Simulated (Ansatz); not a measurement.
Hf3ZrSe8

Input file:

```
crystal:
  lattice:
    - [7.5586700853, 2.89e-08, 0.0]
    - [-3.7793350677, 6.5460002983, 0.0]
    - [0.0, 0.0, 7.0000092]
  atoms:
    - { symbol: Zr, position: [0.0, 0.0, 0.0] }
    - { symbol: Hf, position: [0.5, 0.5, 0.0] }
    - { symbol: Hf, position: [0.5, 0.0, 0.0] }
    - { symbol: Hf, position: [0.0, 0.5, 0.0] }
    - { symbol: Se, position: [0.664534, 0.832267, 0.225486] }
    - { symbol: Se, position: [0.6666666667, 0.3333333333, 0.224913] }
    - { symbol: Se, position: [0.167733, 0.832267, 0.225486] }
    - { symbol: Se, position: [0.167733, 0.335466, 0.225486] }
    - { symbol: Se, position: [0.832267, 0.664534, 0.774514] }
    - { symbol: Se, position: [0.832267, 0.167733, 0.774514] }
    - { symbol: Se, position: [0.3333333333, 0.6666666667, 0.775087] }
    - { symbol: Se, position: [0.335466, 0.167733, 0.774514] }
basis:
  ecutwfc: 420
kpoints:
  mp_grid: { grid: [6, 6, 6] }
hamiltonian:
  xc: pbe
scf:
  occupations: { method: fixed }
output:
  forces: true
  stress: true
  eigenvalues: true
  write_density: true
  write_potential: true
  elf: true
  volumetric_format: npy
relax:
  adjacent_minimum: "off"
  f_tol: 0.001
  max_steps: 60
  cell: { stress_tol: 0.01 }
```

Command:

```sh
ansatz run input.yaml --threads 4 --pin off --max-ram 8192MiB --backend cpu --events-out ev --progress --plain --runs-dir out
```

Below, planes, directions and counts refer to the conventional cell (a = 7.56 Å, b = 7.56 Å, c = 7.01 Å, α = 90.00°, β = 90.00°, γ = 120.00°).

The fields are those of the run's last geometry, not of the input's.

Space group P-3m1; a structure generated by program, which may or may not match a known phase.

Theory: DFT PBE, scalar-relativistic, plane waves, PAW in Ansatz.

### What can the converged valence pseudo-density and electron localisation function tell about the bonding?

Hf–Se (2.69 Å): ρ at the midpoint is about 0.4 e/Å³; the ELF is about 0.45 at the midpoint.
Zr–Se (2.70 Å): ρ is about 0.39 e/Å³ halfway; the ELF is about 0.45 at the midpoint.

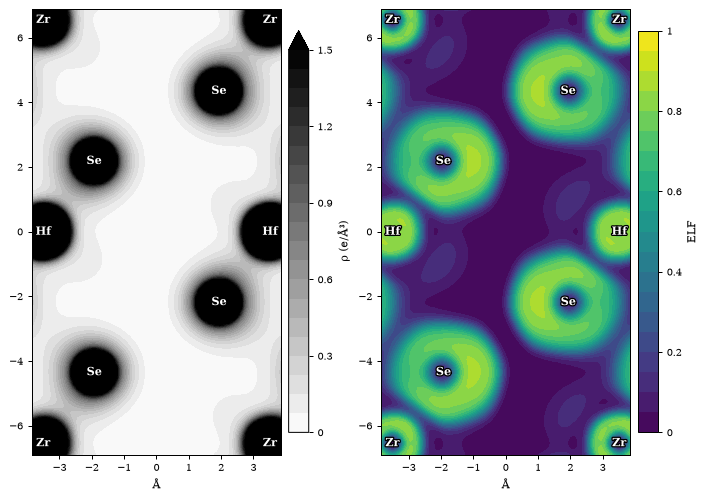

Computed valence pseudo-density and electron localisation function on the (110) plane of the conventional cell, in this order. 

In a PAW calculation such maps are meaningful between the atoms, not at the nuclei.
